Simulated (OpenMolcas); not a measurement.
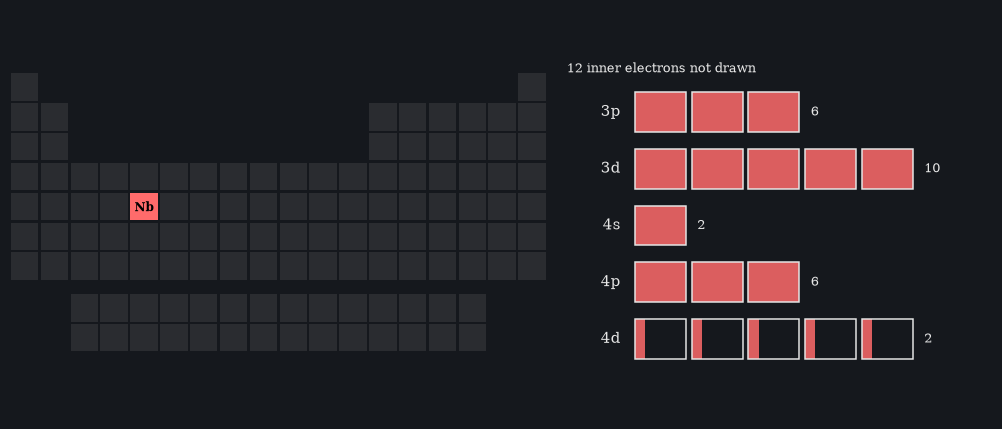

Figure 1. Left, the place of niobium in the periodic table; right, the outer shells of the leading configuration of the lowest level: a box for each of the 2l + 1 orbitals, shaded by the share of the shell that is filled, with the electron count at the right.

## Multiconfigurational calculation for Nb³⁺ complex

System: Nb³⁺ with 8 ligands (F; cube, 2.232 Å), embedded in CaF2 by model potentials and point charges, whose field is part of the energies.
Method: state-averaged CASSCF, active space 2 electrons in the shell 4d, basis ANO-RCC-VTZP on the metal and ANO-RCC-VDZP on the ligands, DKH2 scalar Hamiltonian, spin-orbit coupling by RASSI with atomic mean-field integrals (OpenMolcas).

### The input
```
&GATEWAY
Basis set
Nb.ANO-RCC-VTZP.
Nb1 0.0 0.0 0.0 Angstrom
End of basis
Basis set
F.ANO-RCC-VDZP.
L1 1.288646 1.288646 1.288646 Angstrom
L2 1.288646 1.288646 -1.288646 Angstrom
L3 1.288646 -1.288646 1.288646 Angstrom
L4 1.288646 -1.288646 -1.288646 Angstrom
End of basis
Basis set
Ca.EMB-AIMP.Pascual.0s.0s.ECP.CaF2.
PseudoCharge
* 21 symmetry-unique lattice sites within 7.6 angstrom
End of basis
Basis set
F.EMB-AIMP.Pascual.0s.0s.ECP.CaF2.
PseudoCharge
* 40 symmetry-unique lattice sites within 7.6 angstrom
End of basis
Symmetry
XYZ
AngMom=0.0 0.0 0.0
AMFI
RICD
XField
1348 Angstrom 0
* Evjen-weighted lattice charges
&SEWARD
&RASSCF
FileOrb=start.orb
Symmetry=1
Spin=3
nActEl=2 0 0
Inactive=29 29
Ras2=5 0
CIRoot=10 10 1
SDav=10
CIMx=300
Iter=150 100
PrWF=0.3
OrbListing=Nothing
MaxOrb=0
LevShft=1.0
>>> COPY $Project.JobIph JOB001
&RASSCF
FileOrb=start.orb
Symmetry=1
Spin=1
nActEl=2 0 0
Inactive=29 29
Ras2=5 0
CIRoot=15 15 1
SDav=15
CIMx=300
Iter=150 100
PrWF=0.3
OrbListing=Nothing
MaxOrb=0
LevShft=1.0
>>> COPY $Project.JobIph JOB002
&RASSI
NrOfJobIphs=2 10 15
1 2 3 4 5 6 7 8 9 10
1 2 3 4 5 6 7 8 9 10 11 12 13 14 15
IphNames
JOB001
JOB002
EJob
SpinOrbit
DIPRint=1.0
SOCoupling=1000.0
Subsets=2
Property=9
'ANGMOM' 1 'ANGMOM' 2 'ANGMOM' 3 'MLTPL  1' 1 'MLTPL  1' 2 'MLTPL  1' 3
'AMFI' 1 'AMFI' 2 'AMFI' 3
SOProperty=3
'ANGMOM' 1 'ANGMOM' 2 'ANGMOM' 3
```

The file start.orb holds starting orbitals from an earlier step. A driver script formed the levels outside the program, from RASSI's spin-orbit matrix and the active-space energies, averaged over the components of each term or state.

Command:
```bash
OMP_NUM_THREADS=1 MOLCAS_MEM=2457 MOLCAS_PROJECT=a pymolcas a.inp > a.log  # once for each step of the input, in one work folder
```

### Output (extracts)
```
--- SEWARD ---
Basis set label: NB.ANO-RCC...7S6P4D2F1G.

      Electronic valence basis set:
      ------------------
      Associated Effective Charge  41.000000 au
      Associated Actual Charge     41.000000 au
      Nuclear Model: Point charge

      Shell  nPrim  nBasis  Cartesian Spherical Contaminant
         s      21       7        X
         p      18       6        X
         d      13       4                 X
         f       6       2                 X
         g       4       1                 X
                  Relativistic Douglas-Kroll-Hess integrals:
                    - DKH order of Hamiltonian: 2
                    - DKH order of Properties : 0
                  Atomic mean-field integrals
--- RASSCF ---
Wave function specifications:
      -----------------------------

      Number of closed shell electrons         116
      Number of electrons in active shells       2
      Max number of holes in RAS1 space          0
      Max nr of electrons in RAS3 space          0
      Number of inactive orbitals               58
      Number of active orbitals                  5
      Number of secondary orbitals             117
      Spin quantum number                      1.0
      State symmetry                             1
Orbital specifications:
      -----------------------

      Symmetry species                           1   2
                                                ag  au
      Frozen orbitals                            0   0
      Inactive orbitals                         29  29
      Active orbitals                            5   0
      RAS1 orbitals                              0   0
      RAS2 orbitals                              5   0
      RAS3 orbitals                              0   0
      Secondary orbitals                        58  59
      Deleted orbitals                           0   0
      Number of basis functions                 92  88
      Number of CSFs                            10
      Number of root(s) required                10
      Iter CI   SX   CI       RASSCF       Energy    max ROT     max BLB   max BLB  Level Ln srch  Step   QN
          iter iter root      energy       change     param      element    value   shift minimum  type update
 Nr of preliminary CI iterations:   1
      Total energies have been shifted. Add                -4000.00 au
        1   1   11    0  -614.33270003    0.00E+00  -1.07E-01*  27  85 1 -3.03E-01*  0.68   0.00    SX    NO
        2   1   11    0  -615.23031696   -8.98E-01* -6.11E-02   24  30 1 -4.83E-02*  0.66   0.00    SX    NO
        3   1   10    0  -615.31685961   -8.65E-02* -1.54E-02   11  57 1  2.17E-02*  0.71   0.00    SX    NO
        4   1   10    0  -615.33146234   -1.46E-02*  4.45E-03   24  30 1 -1.06E-02*  0.72   0.00    SX    NO
        5   1    9    0  -615.33501884   -3.56E-03*  4.47E-03   24  30 1 -5.36E-03*  0.73   2.07    LS   YES
        6   1    9    0  -615.33631511   -1.30E-03*  3.73E-03   32  38 1 -2.00E-03*  0.73   1.06    QN   YES
        7   1    8    0  -615.33646018   -1.45E-04*  2.08E-03    9  56 1  1.26E-03*  0.73   1.56    LS   YES
        8   1    8    0  -615.33648177   -2.16E-05*  8.02E-04    9  49 2 -1.69E-03*  0.73   1.01    QN   YES
        9   1    7    0  -615.33649968   -1.79E-05*  1.73E-04    7  37 2  3.22E-04*  0.73   1.24    QN   YES
       10   1    7    0  -615.33650217   -2.49E-06* -9.78E-05    9  56 1 -1.45E-04*  0.73   1.35    QN   YES
       11   1    6    0  -615.33650264   -4.73E-07* -5.06E-05    9  49 2  8.77E-05   0.73   1.25    QN   YES
       12   1    6    0  -615.33650270   -5.53E-08* -2.37E-05    9  39 2 -2.15E-05   0.73   1.26    QN   YES
       13   1    5    0  -615.33650271   -6.64E-09  -5.76E-06   26  84 1 -5.70E-06   0.73   1.23    QN   YES
      Convergence after 13 iterations
       14   1    5    0  -615.33650271   -6.97E-10  -5.76E-06    7  47 2 -2.82E-06   0.73   1.23    QN   YES
      Natural orbitals and occupation numbers for root  1
      sym 1:  -0.000000  -0.000000   1.000000   0.000000   1.000000
      Natural orbitals and occupation numbers for root  2
      sym 1:  -0.000000   0.682470   0.317530   0.317530   0.682470
      Natural orbitals and occupation numbers for root  3
      sym 1:   0.825509  -0.000000   0.825509   0.174491   0.174491
::    RASSCF root number  1 Total energy:  -4615.43810336
::    RASSCF root number  2 Total energy:  -4615.36562182
::    RASSCF root number  3 Total energy:  -4615.36562182
::    RASSCF root number  4 Total energy:  -4615.36562182
::    RASSCF root number  5 Total energy:  -4615.33415563
::    RASSCF root number  6 Total energy:  -4615.33415563
::    RASSCF root number  7 Total energy:  -4615.33415563
::    RASSCF root number  8 Total energy:  -4615.27586379
::    RASSCF root number  9 Total energy:  -4615.27586379
::    RASSCF root number 10 Total energy:  -4615.27586379
--- RASSCF ---
Wave function specifications:
      -----------------------------

      Number of closed shell electrons         116
      Number of electrons in active shells       2
      Max number of holes in RAS1 space          0
      Max nr of electrons in RAS3 space          0
      Number of inactive orbitals               58
      Number of active orbitals                  5
      Number of secondary orbitals             117
      Spin quantum number                      0.0
      State symmetry                             1
Orbital specifications:
      -----------------------

      Symmetry species                           1   2
                                                ag  au
      Frozen orbitals                            0   0
      Inactive orbitals                         29  29
      Active orbitals                            5   0
      RAS1 orbitals                              0   0
      RAS2 orbitals                              5   0
      RAS3 orbitals                              0   0
      Secondary orbitals                        58  59
      Deleted orbitals                           0   0
      Number of basis functions                 92  88
      Number of CSFs                            15
      Number of root(s) required                15
      Iter CI   SX   CI       RASSCF       Energy    max ROT     max BLB   max BLB  Level Ln srch  Step   QN
          iter iter root      energy       change     param      element    value   shift minimum  type update
 Nr of preliminary CI iterations:   1
      Total energies have been shifted. Add                -4000.00 au
        1   1    9    0  -615.28744394    0.00E+00  -7.91E-03   32  38 1 -4.37E-03*  0.73   0.00    SX    NO
        2   1    9    0  -615.28772043   -2.76E-04*  3.42E-03   22  30 1 -2.13E-03*  0.73   0.00    SX    NO
        3   1    8    0  -615.28778392   -6.35E-05*  1.72E-03   22  30 1 -1.24E-03*  0.73   0.00    SX    NO
        4   1    8    0  -615.28780105   -1.71E-05*  8.62E-04   22  30 1 -7.26E-04*  0.73   0.00    SX    NO
        5   1    7    0  -615.28780597   -4.92E-06*  1.01E-03   22  30 1 -4.16E-04*  0.73   2.18    LS   YES
        6   1    7    0  -615.28780802   -2.05E-06* -3.91E-05   12  49 2  8.23E-05   0.73   1.01    QN   YES
        7   1    6    0  -615.28780808   -6.21E-08* -3.23E-05   25  30 1  4.01E-05   0.73   1.83    LS   YES
        8   1    6    0  -615.28780810   -1.89E-08* -1.98E-05   10  47 2  1.63E-05   0.73   1.16    QN   YES
        9   1    5    0  -615.28780810   -2.50E-09  -4.85E-06   20  32 1  7.81E-06   0.73   1.21    QN   YES
      Convergence after  9 iterations
       10   1    5    0  -615.28780810   -4.84E-10  -4.85E-06   20  32 1  3.84E-06   0.73   1.21    QN   YES
      Natural orbitals and occupation numbers for root  1
      sym 1:   0.000028   0.005299   0.995058   0.004558   0.995058
      Natural orbitals and occupation numbers for root  2
      sym 1:   0.006562   0.001291   0.995058   0.002032   0.995058
      Natural orbitals and occupation numbers for root  3
      sym 1:   0.040783   0.040783   0.938825   0.040783   0.938825
::    RASSCF root number  1 Total energy:  -4615.38804525
::    RASSCF root number  2 Total energy:  -4615.38804525
::    RASSCF root number  3 Total energy:  -4615.34886703
::    RASSCF root number  4 Total energy:  -4615.31667587
::    RASSCF root number  5 Total energy:  -4615.31667587
::    RASSCF root number  6 Total energy:  -4615.31667587
::    RASSCF root number  7 Total energy:  -4615.30174461
::    RASSCF root number  8 Total energy:  -4615.30174461
::    RASSCF root number  9 Total energy:  -4615.30174461
::    RASSCF root number 10 Total energy:  -4615.23627158
::    RASSCF root number 11 Total energy:  -4615.23627158
::    RASSCF root number 12 Total energy:  -4615.23627158
::    RASSCF root number 13 Total energy:  -4615.23547955
::    RASSCF root number 14 Total energy:  -4615.23547955
::    RASSCF root number 15 Total energy:  -4615.15712869
--- RASSI ---
SPIN-FREE ENERGIES:
  (Shifted by EMIN (a.u.) =      -4615.4381033606)

 SF State       Relative EMIN(au)   Rel lowest level(eV)    D:o, cm**(-1)

     1             0.0000000000        0.0000000000              0.0000
    11             0.0500581056        1.3621504470          10986.4843
    12             0.0500581056        1.3621504470          10986.4843
     4             0.0724815372        1.9723231050          15907.8587
     2             0.0724815372        1.9723231050          15907.8587
     3             0.0724815372        1.9723231050          15907.8587
    13             0.0892363352        2.4282443833          19585.1118
     5             0.1039477333        2.8285619201          22813.8904
     6             0.1039477333        2.8285619201          22813.8904
     7             0.1039477333        2.8285619201          22813.8904
    14             0.1214274888        3.3042102987          26650.2533
    15             0.1214274888        3.3042102987          26650.2533
    16             0.1214274888        3.3042102987          26650.2533
    17             0.1363587524        3.7105106785          29927.2869
    18             0.1363587524        3.7105106785          29927.2869
    19             0.1363587528        3.7105106917          29927.2870
     8             0.1622395741        4.4147637139          35607.4707
     9             0.1622395741        4.4147637139          35607.4707
    10             0.1622395741        4.4147637139          35607.4707
    20             0.2018317757        5.4921224057          44296.9546
    21             0.2018317757        5.4921224057          44296.9546
    22             0.2018317757        5.4921224057          44296.9546
    23             0.2026238075        5.5136746878          44470.7855
    24             0.2026238075        5.5136746878          44470.7855
    25             0.2809746732        7.6457103568          61666.8128
     Dipole printing threshold changed to   1.00000000E+00
Eigenvalues of complex Hamiltonian:
   -----------------------------------
  (Shifted by EMIN (a.u.) =      -4615.4381033606)

 SO State       Relative EMIN(au)   Rel lowest level(eV)    D:o, cm**(-1)

     1            -0.0002758123        0.0000000000              0.0000
     2            -0.0002758123        0.0000000000              0.0000
     3            -0.0002758123        0.0000000000              0.0000
     4             0.0493105797        1.3493144638          10882.9551
     5             0.0493105797        1.3493144637          10882.9551
     6             0.0710216042        1.9401015365          15647.9742
     7             0.0716797019        1.9580092876          15792.4099
     8             0.0716797019        1.9580092876          15792.4099
     9             0.0716797019        1.9580092876          15792.4099
    10             0.0730069614        1.9941258604          16083.7097
    11             0.0730069614        1.9941258603          16083.7097
    12             0.0730069614        1.9941258603          16083.7097
    13             0.0732553162        2.0008839380          16138.2173
    14             0.0732553162        2.0008839380          16138.2173
    15             0.0883716638        2.4122207098          19455.8721
    16             0.1035457513        2.8251286659          22786.1994
    17             0.1035457513        2.8251286659          22786.1994
    18             0.1035457513        2.8251286660          22786.1994
    19             0.1038580400        2.8336264749          22854.7388
    20             0.1038580400        2.8336264749          22854.7388
    21             0.1043798728        2.8478262702          22969.2679
    22             0.1043798728        2.8478262702          22969.2679
    23             0.1043798728        2.8478262702          22969.2679
    24             0.1054307484        2.8764220510          23199.9084
    25             0.1211490479        3.3041387689          26649.6764
    26             0.1211490479        3.3041387689          26649.6764
    27             0.1211490479        3.3041387688          26649.6764
    28             0.1364019219        3.7191906148          29997.2953
    29             0.1364019219        3.7191906148          29997.2953
    30             0.1364019224        3.7191906278          29997.2954
    31             0.1621240478        4.4191253192          35642.6494
    32             0.1621240478        4.4191253192          35642.6494
    33             0.1623441359        4.4251142210          35690.9532
    34             0.1623441359        4.4251142210          35690.9532
    35             0.1623441359        4.4251142210          35690.9532
    36             0.1626987738        4.4347644100          35768.7872
    37             0.1626987738        4.4347644100          35768.7872
    38             0.1626987738        4.4347644100          35768.7872
    39             0.1627795750        4.4369631234          35786.5210
    40             0.2020253513        5.5048951006          44399.9733
    41             0.2020253513        5.5048951006          44399.9733
Weights of the five most important spin-orbit-free states for each spin-orbit state.

 SO State  Total energy (au)           Spin-free states, spin, and weights
 -------------------------------------------------------------------------------------------------------
    1        -0.000276       1 1.0  0.9965    2 1.0  0.0014    3 1.0  0.0013   14 0.0  0.0003    4 1.0  0.0003
    2        -0.000276       1 1.0  0.9965    4 1.0  0.0014    2 1.0  0.0011    3 1.0  0.0005   15 0.0  0.0003
    3        -0.000276       1 1.0  0.9965    4 1.0  0.0013    3 1.0  0.0012    2 1.0  0.0004   16 0.0  0.0003
    4         0.049311      12 0.0  0.9733    2 1.0  0.0098    4 1.0  0.0092    6 1.0  0.0028    3 1.0  0.0026
    5         0.049311      11 0.0  0.9733    3 1.0  0.0118    4 1.0  0.0052    2 1.0  0.0046    7 1.0  0.0023
    6         0.071022       4 1.0  0.3333    3 1.0  0.3333    2 1.0  0.3333   18 0.0  0.0000   19 0.0  0.0000
    7         0.071680       2 1.0  0.4776    4 1.0  0.4629    3 1.0  0.0506    1 1.0  0.0030    7 1.0  0.0015
    8         0.071680       4 1.0  0.4948    3 1.0  0.4743    2 1.0  0.0219    1 1.0  0.0030    5 1.0  0.0022
    9         0.071680       2 1.0  0.4916    3 1.0  0.4661    4 1.0  0.0334    1 1.0  0.0030    7 1.0  0.0022
   10         0.073007       4 1.0  0.6055    3 1.0  0.2967    2 1.0  0.0930    6 1.0  0.0019    5 1.0  0.0019
   11         0.073007       3 1.0  0.3643    2 1.0  0.3333    4 1.0  0.2976    7 1.0  0.0019    5 1.0  0.0019
   12         0.073007       2 1.0  0.5689    3 1.0  0.3341    4 1.0  0.0921    6 1.0  0.0019    7 1.0  0.0019
```

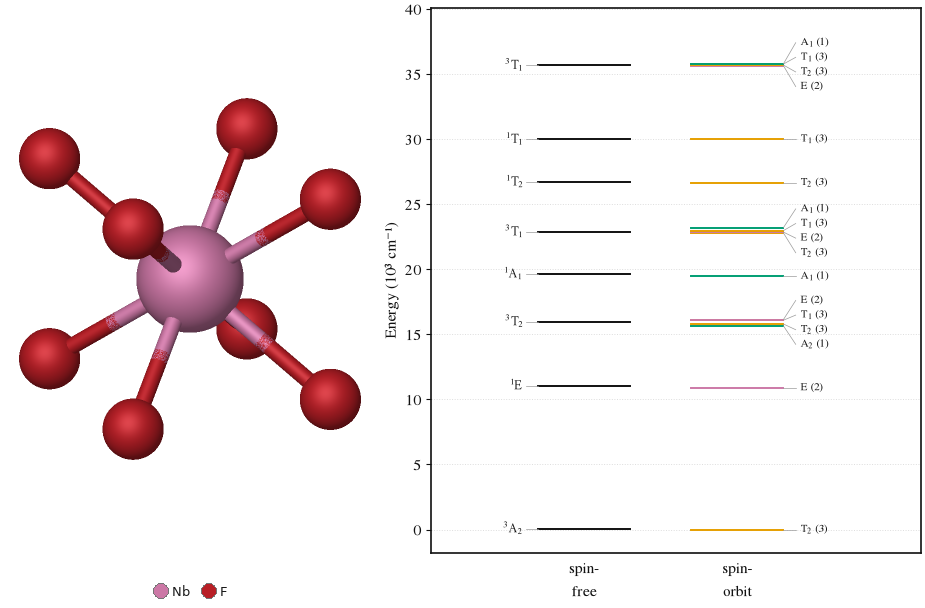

Figure 2. Nb³⁺ (4d²) as a dopant in CaF₂, a cluster with its 8 nearest F⁻ at 2.232 Å (cube) embedded in model potentials and point charges; the geometry was set, not optimised, and its levels. Labels give the representation in O, Td, D4 or D3 as the site allows (double group for half-integer spin) where it could be assigned and, in brackets, the degeneracy; spin-free states, where drawn, share the zero of the spin-orbit levels. The ground level is T₂, 3-fold degenerate, 100 % from states of spin multiplicity 3. The next level lies at 10,900 cm⁻¹ (E). The lowest spin-free state is ³A₂; of the same spin there follow at 15,900 cm⁻¹ (³T₂), 22,800 cm⁻¹ (³T₁) and 35,600 cm⁻¹ (³T₁) above it. The active orbitals hold 88 to 94 % metal character (Löwdin), and the Mulliken charge of the metal is +2.44.

### Results in brief

- outcome: converged
- energy of the lowest spin-free term: −4615.43810 hartree
- energy of the lowest spin-orbit level: −4615.43838 hartree
- largest spread among components of a term: 0.0 cm⁻¹
- hardware: 1 thread of Intel Xeon @ 2.90GHz (Ice Lake), 16 GiB of memory available, shared host
- wall time: 32 s
- peak memory: 0.4 GiB

### Notes

Without dynamic correlation the splittings between terms come out too large, often by 20 to 50 %. Limits: the geometry is set by hand, with no relaxation.
